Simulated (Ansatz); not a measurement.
Method: PBE (plane waves to 420 eV, PAW; Ansatz, a first-principles code).

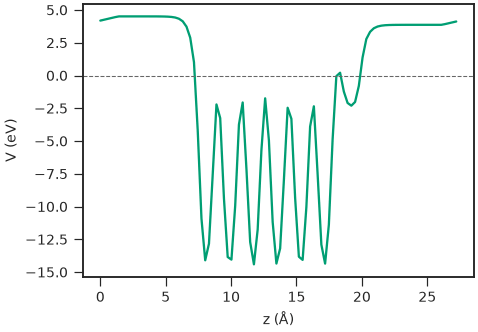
Fig. 1. Plane-averaged electrostatic potential energy along the normal, in eV from the Fermi level, for a constructed model of the (100) surface of fcc Cu, p(2x2) layer of Pb, one a cell, on the site that continues the host's stacking (bottom of the slab: a bare face, its two planes held)

Model: 25-atom slab, 11.3 Å thick at the start, 8x8x1 mesh, Fermi-Dirac 0.1 eV, dipole correction, 8 atoms held, the rest relaxed; start symmetry kept, larger cells not searched; no spin, no spin-orbit, no U. It is one candidate, not shown to be the stable structure of the face.

The vacuum level lies 3.87 eV above the Fermi level over the top face and 4.51 eV above it under the bottom face.
